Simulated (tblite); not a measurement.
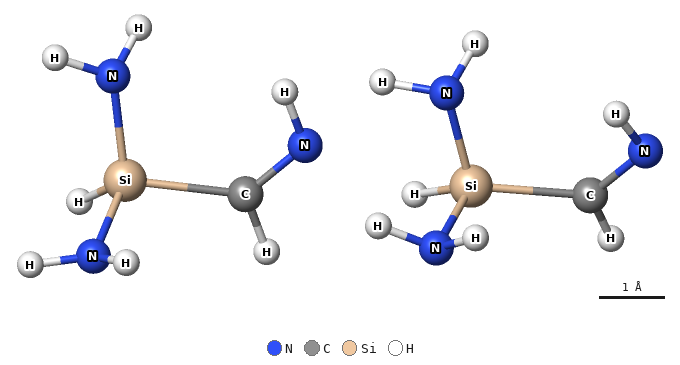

Two geometries of CH7N3Si, drawn at one scale. One is the start of a relaxation, the other its converged end. The picture is a ball-and-stick view, seen at a tilt.

Method: GFN2-xTB geometry optimisation, gas phase (tblite 0.8.0). 

Q: Which one is relaxed?

A: The left one is the relaxed one. The largest move after the best rigid fit is that of an H atom, 0.64 Å. By element the largest moves are H 0.64 Å, N 0.31 Å, C 0.17 Å, Si 0.15 Å. Near-neighbour distances that change, for instance: N–Si 1.686 → 1.733 Å, C–N 1.292 → 1.259 Å, H–N 1.034 → 1.008 Å, C–Si 1.888 → 1.903 Å. Bond angles that change, for instance: N–Si–N 94.5° → 113.4°, Si–N–H 108.0° → 119.0°, Si–N–H 108.6° → 118.7°. The energy falls by 18.8 kcal/mol in 92 geometry steps.
